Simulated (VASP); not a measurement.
Energy against volume of ZnSe (zinc blende). These are revPBE GGA, VASP's PBE PAW potentials (set 64) (plane waves; VASP) values and carry that method's errors.

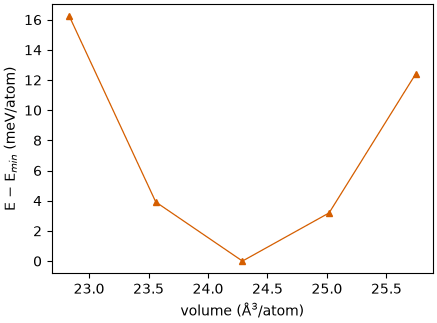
Energy against volume

Task: Estimate the equilibrium volume and the bulk modulus.

Result: The minimum lies near 24.3 Å³/atom, and the curvature gives B0 of about 52 GPa.

Measured: bulk modulus 62.4 GPa (computed value off by -16.9 %), as given by Cormac Toher et al., Physical Review Materials (2017), arXiv:1611.05714; a 5.668 Å (computed value off by +2.2 %), as given by Martin Albrecht et al., Physical review. B, Condensed matter (1997), arXiv:cond-mat/9706128. The calculation is for a static lattice, while the measured bulk modulus, a hold thermal and zero-point effects, which are part of the difference.

The compound is ZnSe in the zinc blende structure. It was relaxed first, which changed the volume by +7 %.
